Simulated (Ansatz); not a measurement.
# CH$_{3}$Cl$_{2}$FGe: what the fields show

```xyz
8

Ge    0.4606    0.4362    0.5216
F    -0.4499    0.9278    1.9343
C    -0.6788   -0.5908   -0.6747
H    -1.6842   -0.6628   -0.2183
Cl    1.1979    2.2598   -0.3732
Cl    2.1436   -0.6973    1.2649
H    -0.7408   -0.0721   -1.6491
H    -0.2484   -1.6008   -0.8058
```

Level of theory: Ansatz 0.2.0, RKS PBE/def2-SVP.

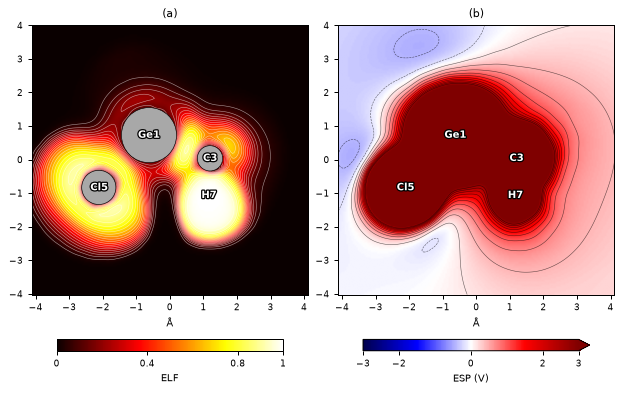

Figure 1. (a) ELF; (b) electrostatic potential on the plane of atoms Ge1, C3 and H7. Grey discs cover the atomic cores in the ELF map.

Describe what can be read from this map.

The plane passes through Ge, C, Cl and H nuclei. C–Ge (1.95 Å): the ELF peaks at about 0.90 between the atoms; a covalent bond. Ge–Cl (2.16 Å): the ELF peaks at about 0.80 in the valence shell of Cl, 0.8 Å from its nucleus, and is about 0.65 at the midpoint. C–H (1.11 Å): the ELF climbs to about 1 towards the hydrogen, as it does in any bond to H: an ordinary covalent bond to hydrogen. The ELF also peaks beside Cl5, away from the bonds: lone-pair regions. Outside the dense part of the molecule the potential is most negative (−0.5 V) near Cl5 and Cl6.

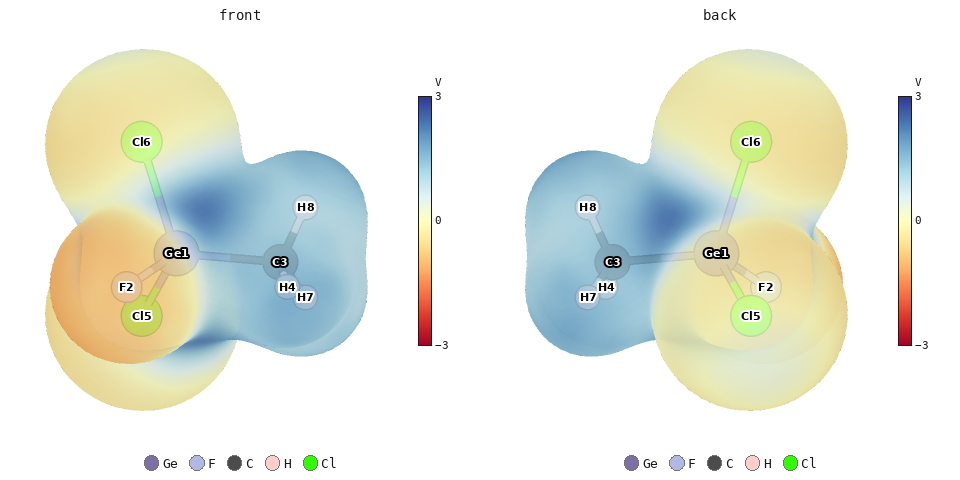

Figure 2. The molecular electrostatic potential painted on the density surface at 0.004 e/bohr³, seen from the front and from behind; the colour scale runs from red (negative) to blue (positive).

Which sites attract a positive test charge, and which a negative one?

A positive charge is drawn to the negative regions and a negative charge to the positive ones. The most negative region (about −1.1 V) lies over F2, the most positive (about +2.3 V) over Ge1. Cl5 shows a σ-hole: about +0.4 V at the tip opposite its bond, against about −0.3 V on its flanks. Cl6 shows a σ-hole: about +0.4 V at the tip opposite its bond, against about −0.3 V on its flanks.

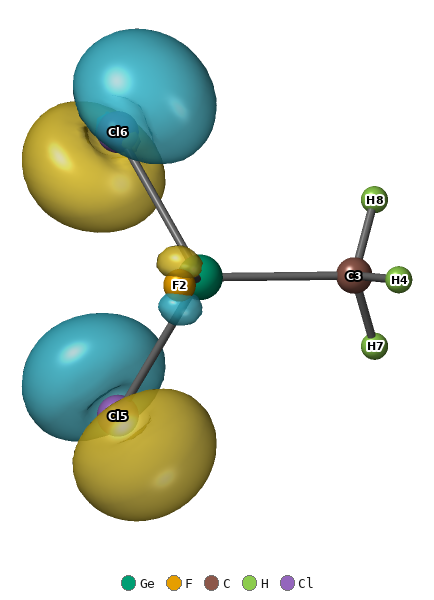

Figure 3. The HOMO at ±0.15 Å⁻³ᐟ² (yellow and cyan are the two phases), seen across its widest extent.

Describe this orbital and give its energy.

By Hirshfeld shares it lies mainly on Cl6 (about 45 %) and Cl5 (about 45 %); largely a combination of lone pairs on Cl6 and Cl5. Its energy is −7.66 eV.
